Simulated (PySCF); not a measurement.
# SrO2: structure of the triplet

Aim: relax SrO2 as a triplet from a linear start, check by its vibrations whether the end is a minimum, and collect its spectrum and constants.

Computed with PySCF 2.14.0. Level: B3LYP, basis Sr def2-TZVP with ECP28, O def2-TZVP, scalar-relativistic core potentials, no spin–orbit coupling, density fitting.

## Step 1: Where the work starts

3 atoms, charge 0, spin multiplicity 3.

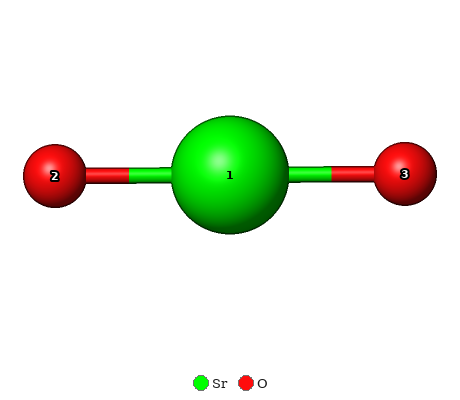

The starting geometry (strontium green, oxygen red); atoms are numbered from 1 in the order of the file.

```xyz
3
charge 0 multiplicity 3
Sr    0.0000    0.0000    0.0000
O     0.0000    0.0000    2.1400
O     0.0000    0.0000   -2.1400
```

## Step 2: The SCF at the typed geometry

The steps below are one call of a driver around PySCF. For each, scf.py gives the equivalent set-up of the SCF; relaxations use the driver's own optimiser. After this first run the driver tries any further starts and a stability analysis.

scf.py reads:

```python
from pyscf import gto, scf, dft
mol = gto.M(atom='''
Sr     0.000000     0.000000     0.000000
O      0.000000     0.000000     2.140000
O      0.000000     0.000000    -2.140000''',
    basis={'Sr': 'def2-TZVP', 'O': 'def2-TZVP'},
    ecp={'Sr': 'def2-TZVP'},
    charge=0, spin=2)
mf = dft.UKS(mol, xc='B3LYP')
mf.grids.atom_grid = (50, 194)
aux = {'Sr': 'def2-universal-JKFIT', 'O': 'def2-universal-JKFIT'}
mf = mf.density_fit(auxbasis=aux)
mf.conv_tol = 1e-08
mf.diis_space = 10
mf.max_cycle = 60
mf.init_guess = 'minao'
mf.verbose = 4
mf.kernel()
```

Run with:

```bash
$ OMP_NUM_THREADS=4 python axn.py task.json out
```

Standard output, cut to the lines that bear on the results:

```text
[... the frontier levels of the middle cycles are left out ...]
init E= -179.274313617931
[... the frontier-level lines of each cycle are left out ...]
cycle= 1 E= -180.964143875965  delta_E= -1.69  |g|= 0.572  |ddm|= 2.11
cycle= 2 E= -180.674758414974  delta_E= 0.289  |g|= 1.03  |ddm|= 1.09
cycle= 3 E= -181.112273107521  delta_E= -0.438  |g|= 0.113  |ddm|= 0.665
cycle= 4 E= -181.118907934143  delta_E= -0.00663  |g|= 0.0242  |ddm|= 0.128
cycle= 5 E= -181.119231914  delta_E= -0.000324  |g|= 0.00495  |ddm|= 0.0199
cycle= 6 E= -181.119253788783  delta_E= -2.19e-05  |g|= 0.00111  |ddm|= 0.00645
cycle= 7 E= -181.119255071228  delta_E= -1.28e-06  |g|= 0.000286  |ddm|= 0.0017
cycle= 8 E= -181.119255143929  delta_E= -7.27e-08  |g|= 6.04e-05  |ddm|= 0.000388
cycle= 9 E= -181.119255145421  delta_E= -1.49e-09  |g|= 5.26e-05  |ddm|= 7.44e-05
Extra cycle  E= -181.119254938317  delta_E= 2.07e-07  |g|= 0.000663  |ddm|= 0.000367
SCF not converged.
init E= -179.274313617931
cycle= 1 E= -180.964143875965  delta_E= -1.69  |g|= 0.572  |ddm|= 2.11
cycle= 2 E= -180.674758414974  delta_E= 0.289  |g|= 1.03  |ddm|= 1.09
cycle= 3 E= -181.110328402849  delta_E= -0.436  |g|= 0.151  |ddm|= 0.564
cycle= 4 E= -181.105496410077  delta_E= 0.00483  |g|= 0.195  |ddm|= 0.218
cycle= 5 E= -181.118871071801  delta_E= -0.0134  |g|= 0.0265  |ddm|= 0.104
[... 14 cycles left out ...]
Extra cycle  E= -181.119254475933  delta_E= 6.67e-07  |g|= 0.00119  |ddm|= 0.000658
SCF not converged.
init E= -181.119254475933
[... 2 cycles left out ...]
cycle= 3 E= -181.119148853265  delta_E= -0.000352  |g|= 0.0146  |ddm|= 0.00745
cycle= 4 E= -181.119220352504  delta_E= -7.15e-05  |g|= 0.0082  |ddm|= 0.0033
cycle= 5 E= -181.119242389722  delta_E= -2.2e-05  |g|= 0.00497  |ddm|= 0.00185
cycle= 6 E= -181.119250138417  delta_E= -7.75e-06  |g|= 0.00314  |ddm|= 0.0011
cycle= 7 E= -181.119253045721  delta_E= -2.91e-06  |g|= 0.00207  |ddm|= 0.000664
cycle= 8 E= -181.119254250127  delta_E= -1.2e-06  |g|= 0.0014  |ddm|= 0.000413
cycle= 9 E= -181.119254722075  delta_E= -4.72e-07  |g|= 0.000985  |ddm|= 0.000293
cycle= 10 E= -181.119254914398  delta_E= -1.92e-07  |g|= 0.000728  |ddm|= 0.000257
cycle= 11 E= -181.119255019624  delta_E= -1.05e-07  |g|= 0.000531  |ddm|= 0.000214
cycle= 12 E= -181.119255082894  delta_E= -6.33e-08  |g|= 0.000372  |ddm|= 0.00015
cycle= 13 E= -181.119255115807  delta_E= -3.29e-08  |g|= 0.000257  |ddm|= 0.000103
cycle= 14 E= -181.119255132009  delta_E= -1.62e-08  |g|= 0.000177  |ddm|= 6.86e-05
cycle= 15 E= -181.119255139799  delta_E= -7.79e-09  |g|= 0.000122  |ddm|= 4.7e-05
cycle= 16 E= -181.11925514366  delta_E= -3.86e-09  |g|= 8.25e-05  |ddm|= 3.32e-05
Extra cycle  E= -181.119254601045  delta_E= 5.43e-07  |g|= 0.00107  |ddm|= 0.000595
SCF not converged.
macro= 0  E= -181.119255147042  delta_E= -5.45997e-07  |g|= 0.00107043  1 KF 3 JK
macro= 1  E= -181.119255147042  delta_E= -8.52651e-14  |g|= 3.58861e-05  1 KF 2 JK
macro X = 2  E=-181.119255147042  |g|= 3.58861e-05  total 3 KF 8 JK
converged SCF energy = -181.119255147042  <S^2> = 2.0454943  2S+1 = 3.0301778
```

This step, with its further starts and checks, needed 13 s of wall time on 4 threads of Arm Neoverse V1, shared host.

Energies from each starting density:

```tsv
start	energy (Eh)
the minimal-basis guess	-181.119255
a thermally smeared density	-181.119255
a smeared PBE density	-181.138233
```

Where DIIS stalls, the driver goes on with a level shift of 0.3 Eh and then with a second-order solver.

The first run landed in a state that is too high. Following the other starts and the instabilities gains 49.8 kJ/mol (-181.13823 Eh), and the work goes on from there.

## Step 3: Linear start, triplet: relaxation

The program finds D∞h symmetry in the start, which this walk keeps. The walk stops when the largest gradient is under 0.0003 Eh/bohr and the energy has settled too.

Changes to scf.py since step 2:

```diff
@@ -16 +15,0 @@
-mf.init_guess = 'minao'
```

The optimiser's trace:

```tsv
step	energy (Eh)	change (kJ/mol)	largest symmetric gradient (Eh/bohr)
0	-181.138233	0.00	0.01626
1	-181.139694	-3.84	0.00814
2	-181.140238	-5.27	0.00090
3	-181.140247	-5.29	0.00005
```

The walk took 4.1 s.

Positions (Å) and forces (eV/Å) along the way, with the part that breaks the symmetry left in:

```
step 0
Sr   0.000   0.000   0.000   0.000   0.000   1.844
O    0.000   0.000   2.140   0.000   0.000  -0.086
O    0.000   0.000  -2.140   0.000   0.000  -1.758
step 1
Sr   0.000   0.000   0.000   0.000   0.000   1.681
O    0.000   0.000   2.172   0.000   0.000  -0.422
O    0.000   0.000  -2.172   0.000   0.000  -1.259
step 2
Sr   0.000   0.000   0.000   0.000   0.000   1.533
O    0.000   0.000   2.203   0.000   0.000  -0.720
O    0.000   0.000  -2.203   0.000   0.000  -0.813
step 3
Sr   0.000   0.000   0.000   0.000   0.000   1.516
O    0.000   0.000   2.207   0.000   0.000  -0.755
O    0.000   0.000  -2.207   0.000   0.000  -0.761
```

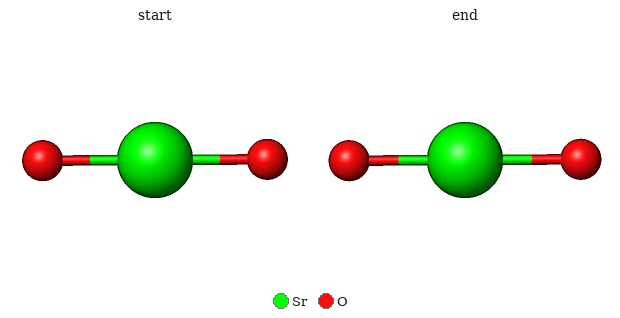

Start and end of the relaxation.

After 3 steps and 5.3 kJ/mol it ends at D∞h: Sr–O 2.207 Å (×2); O–Sr–O 180.0°. A gradient of 0.0295 Eh/bohr that breaks the symmetry is left: this electronic state wants a lower symmetry.

## Step 4: Relaxing without the symmetry constraint

The geometry is nudged along the force that breaks the symmetry.

The program finds C∞v symmetry in the start, which may break. Threshold on the gradient: 0.0003 Eh/bohr, with a further test on the energy change.

Changes to scf.py since step 3:

```diff
@@ -3,3 +3,3 @@
-Sr     0.000000     0.000000     0.000000
-O      0.000000     0.000000     2.140000
-O      0.000000     0.000000    -2.140000''',
+Sr     0.000000    -0.000000     0.026681
+O      0.000000    -0.000000     2.134103
+O     -0.000000     0.000000    -2.280740''',
```

Steps of the walk:

```tsv
step	energy (Eh)	change (kJ/mol)	largest gradient (Eh/bohr)
0	-181.142650	0.00	0.00405
1	-181.142685	-0.09	0.00256
2	-181.142706	-0.15	0.00017
3	-181.142706	-0.15	0.00011
```

The walk took 4.1 s.

After 3 steps and 0.1 kJ/mol it ends at C∞v: Sr–O 2.115 Å, Sr–O 2.290 Å; O–Sr–O 180.0°.

## Step 5: Vibrations and properties at this point

The point is checked on the finer grid, and tightened if its gradient asks for it. The Hessian and the dipole derivatives come from central differences of analytic gradients, with steps of 0.02 bohr.

Changes to scf.py since step 4:

```diff
@@ -3,3 +3,3 @@
-Sr     0.000000    -0.000000     0.026681
-O      0.000000    -0.000000     2.134103
-O     -0.000000     0.000000    -2.280740''',
+Sr     0.000000    -0.000000     0.023091
+O      0.000000    -0.000000     2.138744
+O     -0.000000     0.000000    -2.266882''',
@@ -10 +10 @@
-mf.grids.atom_grid = (50, 194)
+mf.grids.atom_grid = (75, 302)
@@ -13 +13 @@
-mf.conv_tol = 1e-08
+mf.conv_tol = 1e-10
```

The driver hands on the density of the step before, so the log starts near convergence.

Log of the central SCF (cycles and frontier levels):

```text
init E= -181.142862190951
[... the frontier-level lines of each cycle are left out ...]
cycle= 1 E= -181.142862190988  delta_E= -3.76e-11  |g|= 4.48e-06  |ddm|= 8.7e-06
Extra cycle  E= -181.142862190999  delta_E= -1.11e-11  |g|= 9.45e-06  |ddm|= 1.09e-05
converged SCF energy = -181.142862190999  <S^2> = 2.0109464  2S+1 = 3.0072888
```

The whole step took 26 s.

Geometry: C∞v; Sr–O 2.116 Å, Sr–O 2.290 Å; O–Sr–O 180.0°.

Harmonic modes (main isotopes):

| ω (cm⁻¹) | IR (km/mol) | type |
| --- | --- | --- |
| 53i | 77.6 | bend |
| 51i | 76.4 | bend |
| 417 | 52.1 | stretch |
| 469 | 48.0 | stretch |

With 2 modes imaginary (up to 53i cm⁻¹) this point is a saddle.

The SCF density has lower symmetry than the nuclear frame, so the modes carry no labels; pairs that should be degenerate can split.

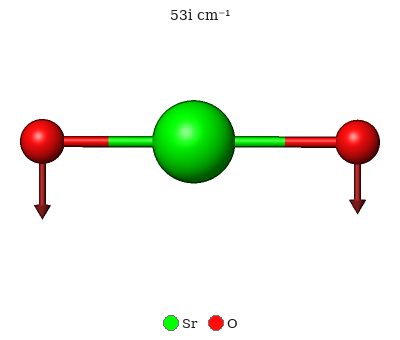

The imaginary mode, as arrows.

Constants and moments:

```
Dipole moment                                                   : 0.11 D
Highest occupied level                                          : -6.57 eV
Lowest empty level                                              : -3.25 eV
Rotational constants                                            : 0.1085 cm⁻¹
Zero-point energy (real modes)                                  : 5.3 kJ/mol
Principal polarisabilities                                      : 23.4, 28.1, 78.7 bohr³
Atomisation energy without zero-point energy                    : 647 kJ/mol
Principal traceless quadrupole moments about the centre of mass : -31.68, 14.46, 17.22 D Å
Spin squared ⟨S²⟩                                               : 2.011
```

Populations by atom (charges in e):

```csv
atom,Mulliken,Löwdin,polar tensor,spin (Mulliken),Mayer order to Sr1
Sr1,1.29,0.95,1.41,-0.03,–
O2,-0.67,-0.49,-0.66,0.94,0.70
O3,-0.62,-0.46,-0.75,1.09,0.56
```

Mulliken populations on Sr1 (outside its core potential): s 2.05, p 6.10, d 0.56.

## Step 6: Leaving the saddle point

The start is the last point, displaced along its most imaginary mode.

The program finds Cs symmetry in the start, which this walk keeps. The walk stops when the largest gradient is under 0.0003 Eh/bohr and the energy has settled too.

Changes to scf.py since step 5:

```diff
@@ -3,3 +3,3 @@
-Sr     0.000000    -0.000000     0.023091
-O      0.000000    -0.000000     2.138744
-O     -0.000000     0.000000    -2.266882''',
+Sr    -0.075499    -0.044258     0.023255
+O      0.215674     0.126430     2.138909
+O      0.199257     0.116806    -2.266717''',
@@ -10 +10 @@
-mf.grids.atom_grid = (75, 302)
+mf.grids.atom_grid = (50, 194)
@@ -13 +13 @@
-mf.conv_tol = 1e-10
+mf.conv_tol = 1e-08
```

Steps of the walk:

```tsv
step	energy (Eh)	change (kJ/mol)	largest symmetric gradient (Eh/bohr)
0	-181.143113	0.00	0.00532
1	-181.143314	-0.53	0.00305
2	-181.143433	-0.84	0.00082
3	-181.143447	-0.88	0.00079
4	-181.143482	-0.97	0.00117
5	-181.143493	-1.00	0.00058
6	-181.143490	-0.99	0.00032
7	-181.143488	-0.99	0.00008
```

The walk needed 9.8 s of wall time on 4 threads of Arm Neoverse V1, shared host.

Positions (Å) and forces (eV/Å) along the way:

```
step 0
Sr  -0.075  -0.044   0.023   0.040  -0.001   0.007
O    0.216   0.126   2.139  -0.023  -0.002  -0.273
O    0.199   0.117  -2.267  -0.016   0.002   0.267
step 1
Sr  -0.079  -0.046   0.022   0.011  -0.018   0.007
O    0.218   0.128   2.126  -0.008   0.008  -0.157
O    0.201   0.118  -2.253  -0.003   0.011   0.150
step 4
Sr  -0.168  -0.099   0.022   0.027  -0.014  -0.052
O    0.264   0.155   2.086  -0.009   0.010  -0.008
O    0.244   0.143  -2.212  -0.018   0.004   0.060
step 7
Sr  -0.170  -0.100   0.020   0.012  -0.021  -0.004
O    0.265   0.155   2.082  -0.005   0.011   0.004
O    0.245   0.143  -2.207  -0.006   0.010   0.000
```

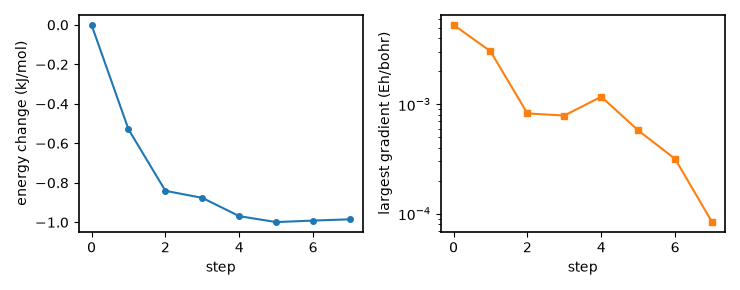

How energy and gradient fall.

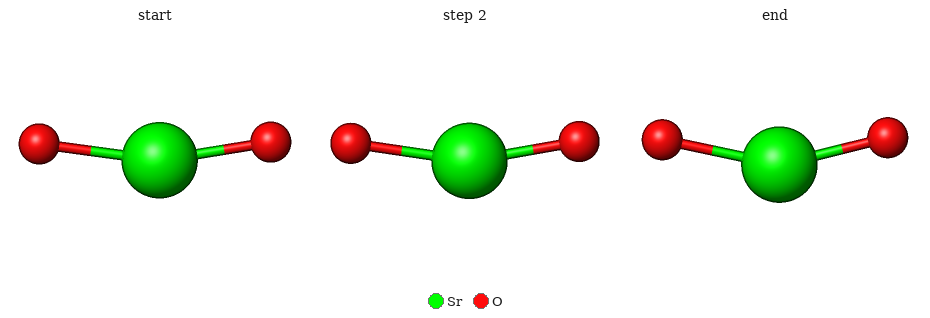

The geometry along the walk, at one scale.

End point (Cs, 7 steps, 1.0 kJ/mol gained): Sr–O 2.123 Å, Sr–O 2.278 Å; O–Sr–O 154.1°.

## Step 7: Hessian and properties

As before: finer grid, then central differences.

Changes to scf.py since step 6:

```diff
@@ -3,3 +3,3 @@
-Sr    -0.075499    -0.044258     0.023255
-O      0.215674     0.126430     2.138909
-O      0.199257     0.116806    -2.266717''',
+Sr    -0.152019    -0.089115     0.020827
+O      0.341695     0.200305     2.068245
+O      0.319927     0.187544    -2.188087''',
@@ -10 +10 @@
-mf.grids.atom_grid = (50, 194)
+mf.grids.atom_grid = (75, 302)
@@ -13 +13 @@
-mf.conv_tol = 1e-08
+mf.conv_tol = 1e-10
```

Log of the central SCF (cycles and frontier levels):

```text
init E= -181.143471183548
[... the frontier-level lines of each cycle are left out ...]
cycle= 1 E= -181.143471183549  delta_E= -4.83e-13  |g|= 6.01e-07  |ddm|= 1.13e-06
Extra cycle  E= -181.143471183549  delta_E=    0  |g|= 1.19e-06  |ddm|= 1.37e-06
converged SCF energy = -181.143471183549  <S^2> = 2.0106966  2S+1 = 3.0071226
```

The whole step took 46 s.

Geometry: Cs; Sr–O 2.126 Å, Sr–O 2.276 Å; O–Sr–O 150.5°.

Harmonic modes (main isotopes):

```csv
symmetry,ω (cm⁻¹),IR (km/mol),μ (u)
a',58,64.2,19.97
a',426,35.0,16.71
a',443,87.2,19.59
```

Every mode is real; the point is a minimum.

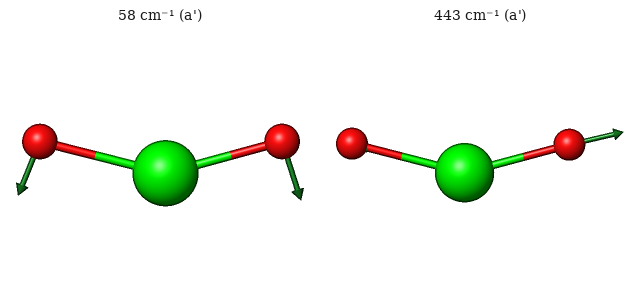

How the atoms move in 2 of the modes.

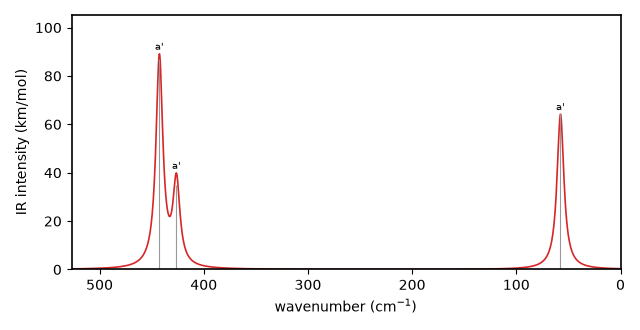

The harmonic infrared spectrum (widths in cm⁻¹). Lines are broadened to a width of 8 cm⁻¹ (Lorentzian).

Properties at this point:

- Dipole moment: 3.61 D
- Highest occupied level: -6.55 eV
- Lowest empty level: -3.22 eV
- Rotational constants: 2.293, 0.1162, 0.1106 cm⁻¹
- Zero-point energy: 5.5 kJ/mol
- Principal polarisabilities: 23.2, 27.8, 71.2 bohr³
- Atomisation energy without zero-point energy: 649 kJ/mol
- Principal traceless quadrupole moments about the centre of mass: -29.66, 13.11, 16.56 D Å
- Entropy at 298.15 K and 1 bar (electronic part: spin only): 302.1 J/(mol K)
- Heat capacity Cp at 298.15 K: 53.2 J/(mol K)
- Enthalpy at 298.15 K above 0 K: 13.52 kJ/mol
- Rotational symmetry number: 1
- Spin squared ⟨S²⟩: 2.011

Charges (e) and bond orders:

```tsv
atom	Mulliken	Löwdin	polar tensor	spin (Mulliken)	Mayer order to Sr1
Sr1	1.29	0.93	1.44	-0.02	–
O2	-0.67	-0.48	-0.69	0.95	0.68
O3	-0.63	-0.46	-0.75	1.07	0.57
```

Mulliken populations on Sr1 (outside its core potential): s 2.04, p 6.09, d 0.58.

## Step 8: All stationary points

| spin | group | bonds | imaginary modes (cm⁻¹) | ΔE (kJ/mol) | with zero-point energy |
| --- | --- | --- | --- | --- | --- |
| triplet | Cs | Sr–O 2.126 Å, Sr–O 2.276 Å | none | 0.0 | 0.0 |
| triplet | C∞v (density of lower symmetry) | Sr–O 2.116 Å, Sr–O 2.290 Å | 53i, 51i | 1.6 | – |

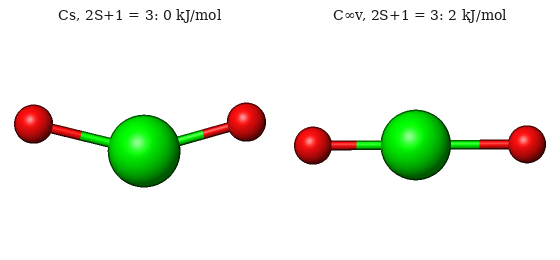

The points, lowest first (strontium green, oxygen red).

## Step 9: What came out

```
                                          quantity                                      value
                                           minimum                                triplet, Cs
                                          geometry  Sr–O 2.126 Å, Sr–O 2.276 Å; O–Sr–O 150.5°
                                wavenumbers (cm⁻¹)                58 (a'), 426 (a'), 443 (a')
                                     dipole moment                                     3.61 D
highest occupied, lowest empty level (either spin)                            -6.55, -3.22 eV
                        polar-tensor charge of Sr1                                    +1.44 e
                                 zero-point energy                                 5.5 kJ/mol
                               entropy at 298.15 K                            302.1 J/(mol K)
         atomisation energy (no zero-point energy)                                 649 kJ/mol
                                              ⟨S²⟩                                      2.011
```

**Reading.** The linear start (D∞h) ends in a minimum of Cs symmetry, after a stop at a second-order saddle point 1.6 kJ/mol higher, from which it was pushed off along an imaginary mode. The strongest infrared band lies at 443 cm⁻¹ (a', stretch). The first SCF alone would have been 50 kJ/mol too high. Only this shape and spin were tried, so other structures or states may lie lower.

The search up to here took 1.7 min.
